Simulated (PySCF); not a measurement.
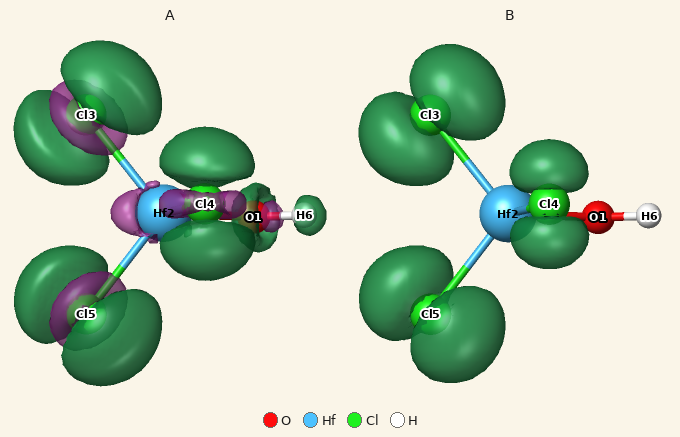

Figure 1: Cl$_{3}$HHfO, SMILES `O[Hf](Cl)(Cl)Cl`. The Fukui function f⁻ from two separate SCF calculations and the density of the HOMO, at ±0.02 e/Å³ (green positive, purple negative).

Method: PBE0/def2-SVP; geometry: GFN2-xTB; program: PySCF. Core potentials replace the inner electrons of Hf; spin–orbit coupling isn't included. This is a single-reference result, which may miss multireference character in this system. No frequency check shows the geometry to be a minimum. GFN2-xTB bond lengths at metals and heavier atoms can be off by up to 0.1 Å and shapes distorted, which carries into these values.

The calculation's input:

```python
import numpy as np
from pyscf import gto, scf, dft
from pyscf.scf import atom_ks, atom_hf
from scipy.linalg import block_diag

def solve(mol, dm0=None, hcore=None):
    mf = (dft.UKS if mol.spin else dft.RKS)(mol, xc='pbe0')
    mf.grids.level = 3
    mf = mf.density_fit(auxbasis='def2-universal-jkfit')
    mf.conv_tol, mf.max_cycle = 1e-8, 80
    if hcore is not None:
        mf.get_hcore = lambda *args: hcore
    mf.kernel(dm0)
    if not mf.converged:
        mf = mf.newton().run(mf.mo_coeff, mf.mo_occ, max_cycle=30)
    assert mf.converged, 'SCF not converged'
    return mf

mol = gto.M(atom='''
O     -0.68204    -0.01216     1.91602
Hf    -0.01996    -0.00132     0.20597
Cl     1.19182     1.77086    -0.44558
Cl    -1.91766    -0.01252    -1.00389
Cl     1.22583    -1.74597    -0.45300
H     -1.60634    -0.01806     2.18417
''', basis='def2-svp', ecp={'Hf': 'def2-svp'}, charge=0, spin=0, verbose=4)
mf = solve(mol)
out = dict(e0=mf.e_tot, dm0=mf.make_rdm1(), c=mf.mo_coeff, occ=mf.mo_occ, eps=mf.mo_energy)
for name, dq, spin in [('cation', 1, 1), ('anion', -1, 1)]:
    ion = mol.copy().set(charge=mol.charge + dq, spin=spin).build()
    mi = solve(ion)
    if spin and dq > 0 and mol.nao < 130:
        c, _, stable, _ = mi.stability(return_status=True)
        if not stable:
            mi = solve(ion, mi.make_rdm1(c, mi.mo_occ))
    print(name, 'vertical energy change / eV', (mi.e_tot - mf.e_tot) * 27.211386)
    out.update({'e_' + name: mi.e_tot, 'dm_' + name: mi.make_rdm1(), 's2_' + name: mi.spin_square()[0], 'eps_' + name: mi.mo_energy, 'occ_' + name: mi.mo_occ})
# spherically averaged free atoms, for the promolecule
atom_ks.AtomSphAverageRKS.init_guess_by_vsap = lambda self, mol=None: self.init_guess_by_minao(mol)  # core potentials
atm = atom_ks.get_atm_nrks(mol, xc='pbe0')
pro = block_diag(*[(atm[a[0]][2] * atm[a[0]][3]) @ atm[a[0]][2].T for a in mol._atom])
np.savez('result.npz', pro=pro, **out)
```

Command:

```sh
OMP_NUM_THREADS=1 python input.py
```

The run took 2.6 min on 1 thread of Intel(R) Xeon(R) Platinum 8259CL CPU @ 2.50GHz (Skylake/Cascade Lake), on a shared host, peak memory 0.58 GiB.

Partitions, critical points and surface values were worked out afterwards from this run's density.

### Which panel is which, and how good is the frozen-orbital picture?

A is f⁻ (it has negative regions), B the HOMO density. The HOMO lies on Cl3 and Cl5 (39 % each), Cl4 (15 %) and Hf2 (6 %); f⁻ (Hirshfeld-condensed) is largest on Cl3 and Cl5 (0.29 each) and Cl4 (0.23); the vertical ionisation energy is 11.37 eV. Relaxation shifts 20 % of the electron between atoms. The orbital energy is −9.31 eV.
